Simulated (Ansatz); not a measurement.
Partial pair distribution functions of a relaxed model of amorphous Al₆₀O₉₆H₁₂, broadened by 0.06 Å; density 2.86 g/cm³. Calculation: PBE, scalar-relativistic without spin-orbit coupling (plane waves to 420 eV, PAW; Ansatz, a program for electronic structure).

The cell was made by melting and quenching with the CHGNet potential and then relaxed with DFT. O atoms were pushed apart under 1.9 Å during the dynamics, to hinder bonds among them. The hot cell started wider than the set density and was brought back towards it in steps. It is the lowest in DFT energy of 4 quenches. It is a model cell: composition and starting density were chosen by hand, and all elements were melted together. No dispersion term was used. Its density started from a set value of 2.83 and ended at 2.86 g/cm³. The simulated quench (nominally 280 K/ps over its main leg) is rapid and tends to freeze in more defects than a deposited or slowly cooled glass has. A cell of this size samples the disorder only roughly. Volume and shape were free in the relaxation.

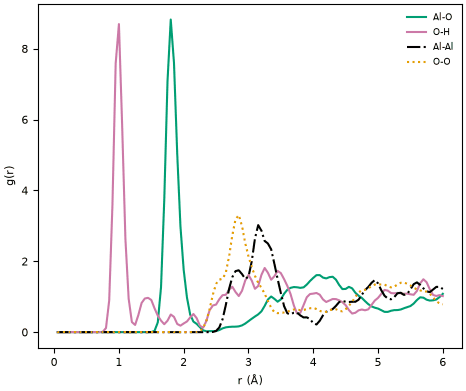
Figure: Partial pair distribution functions

Highest peaks under 4.5 Å: Al-O near 1.80 Å, O-H near 1.00 Å, Al-Al near 3.15 Å, O-O near 2.85 Å; pairs of few atoms are noisy.

Within 2.32 Å each Al has 4.52 O neighbours on average.
